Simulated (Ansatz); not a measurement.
## Electronic structure of AlBrClFH₂O in real space

```xyz
7

Al    0.1270   -0.5655   -0.1212
F     0.1087   -0.0061    1.7931
Cl    1.8302    0.3996   -0.8537
O    -1.3861   -0.1180   -0.7132
H    -2.1861   -0.6397   -0.7701
Br    0.4183   -2.7086    0.6990
H     0.2601   -0.8758    2.1585
```

These are results of RKS r2SCANh-D4/def2-SVP in Ansatz, not measurements.

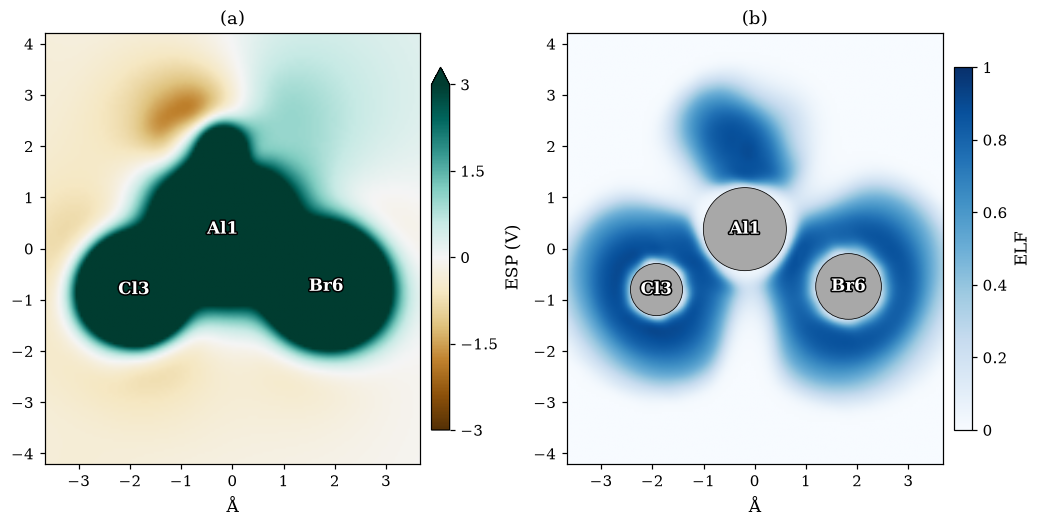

Figure 1. (a) molecular electrostatic potential; (b) ELF on the plane of atoms Cl3, Al1 and Br6. Grey discs cover the atomic cores in the ELF map.

**What does the map show?**

The plane passes through Al, Cl and Br nuclei.
Al–Cl (2.09 Å): the ELF peaks at about 0.90 in the valence shell of Cl, 0.9 Å from its nucleus, and is about 0.85 at the midpoint.
Al–Br (2.31 Å): the ELF peaks at about 0.85 in the valence shell of Br, 1.1 Å from its nucleus, and is about 0.85 at the midpoint.
The ELF also peaks beside Br6 and Cl3, away from the bonds: lone-pair regions.
Outside the dense part of the molecule the potential is most negative (−1.8 V) near O4, which lies off the plane.

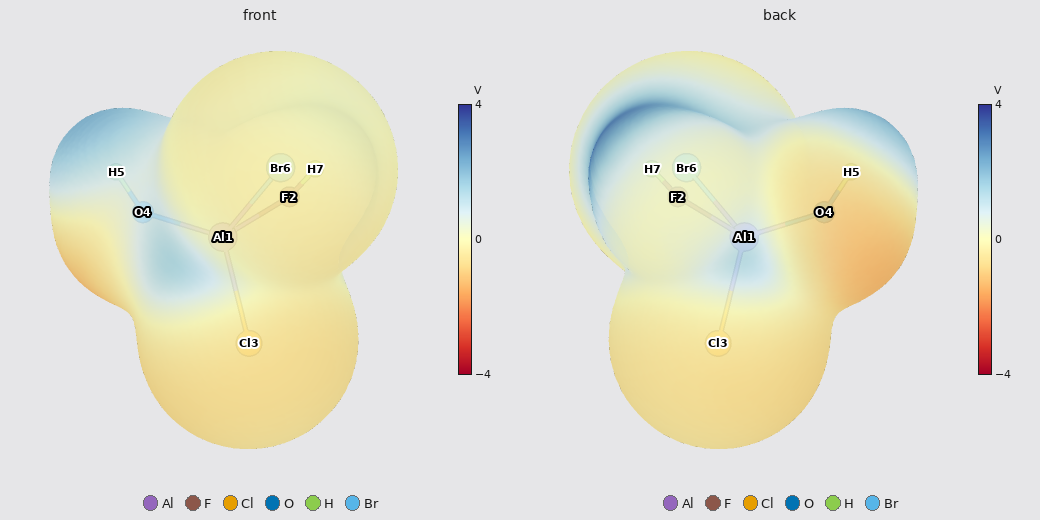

Figure 2. The electrostatic potential painted on the density surface at 0.001 e/bohr³, seen from the front and from behind; the colour scale runs from red (negative) to blue (positive).

**Describe the electrostatic potential map.**

The most negative region (about −1.3 V, or −30 kcal/mol for a unit charge) lies over O4, the most positive (about +3.0 V, or +69 kcal/mol for a unit charge) over H7. O4 is the likeliest acceptor of a hydrogen bond.

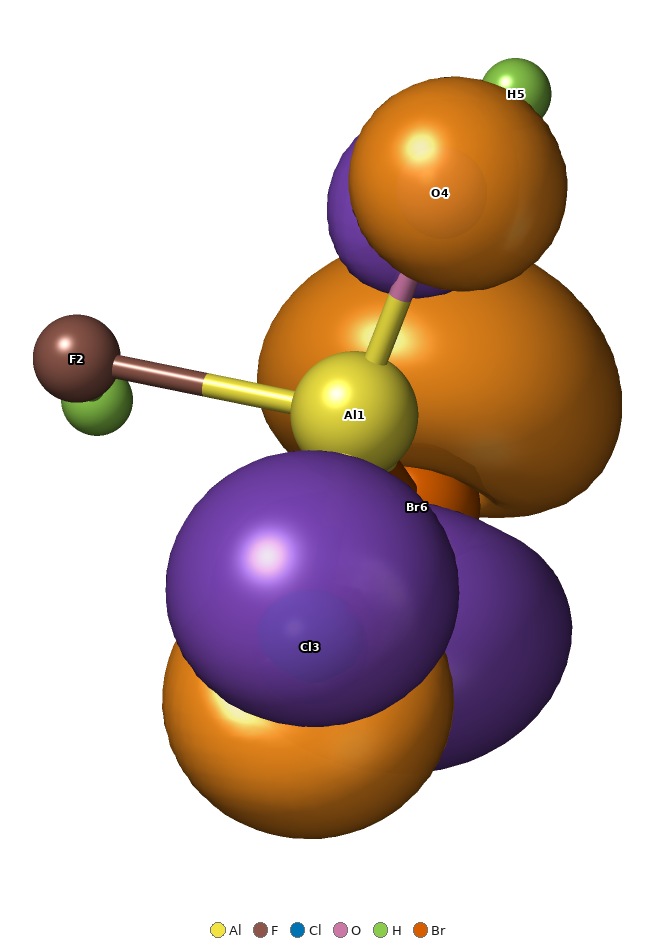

Figure 3. The HOMO at ±0.1 Å⁻³ᐟ² (orange and purple are the two phases), seen at an oblique angle.

**Where does this orbital lie, and at what energy?**

It lies mainly on Br6 (about 60 %), Cl3 (about 25 %) and O4 (about 10 %). Its energy is −8.09 eV.
